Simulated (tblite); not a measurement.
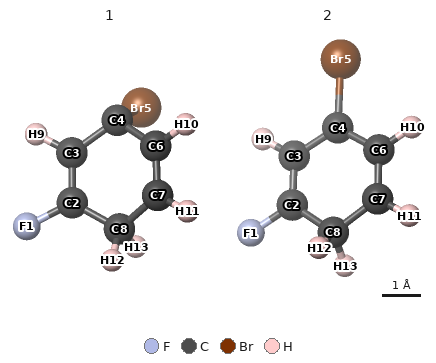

Two geometries of C6H5BrF (multiplicity 2), drawn at one scale. One is the start of a relaxation, the other its converged end. Style: ball-and-stick. Shown at a tilt.

All numbers below come from GFN2-xTB geometry optimisation, gas phase in tblite. 

Which of the two is the end point?

Answer. Structure 2 is the relaxed one. The atom that moves furthest after the best rigid fit is Br5 (1.78 Å). Largest moves by element: Br 1.78 Å, H 0.82 Å, C 0.35 Å, F 0.30 Å. Near-neighbour distances that change, for instance: C3–C4 1.489 → 1.407 Å, C4–Br5 1.957 → 1.887 Å, C4–C6 1.469 → 1.407 Å, C6–C7 1.321 → 1.353 Å. Among the angles between lasting bonds that change: C3–C4–Br5 105.1° → 119.4°, C3–C4–C6 110.5° → 120.7°, F1–C2–C8 124.3° → 115.0°. Over 55 geometry steps the energy falls by 1.434 eV.
